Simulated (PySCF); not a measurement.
Ga(OH)(NH2)2, SMILES [NH2][Ga]([NH2])[OH] (H₅GaN₂O) at its PBE0/def2-SVP optimised geometry (Å):

```
9

Ga    -0.1760    -0.0490     0.0000
O     -1.0951    -1.5768     0.1382
H     -0.5517    -2.3584     0.2691
N     -1.1753     1.4581     0.0000
H     -2.1821     1.4039    -0.0890
H     -0.8234     2.3584    -0.2971
N      1.6397    -0.0490     0.0000
H      2.1766     0.7862    -0.1970
H      2.1821    -0.8819    -0.1898
```

Calculation: PBE0/def2-TZVP in PySCF.

Map of the electron localisation function on the plane z = 1.2 Å:

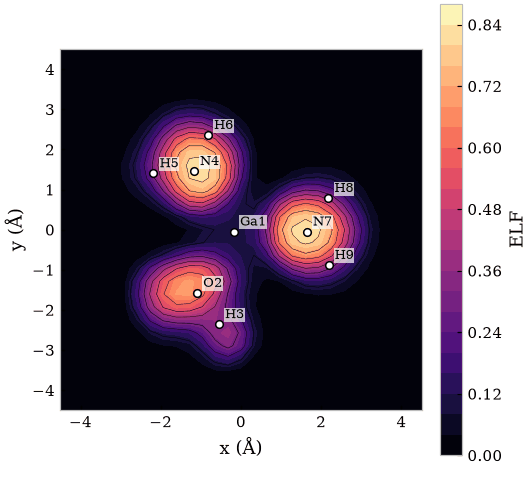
Fig. 1. Electron localisation function on the plane z = 1.2 Å.
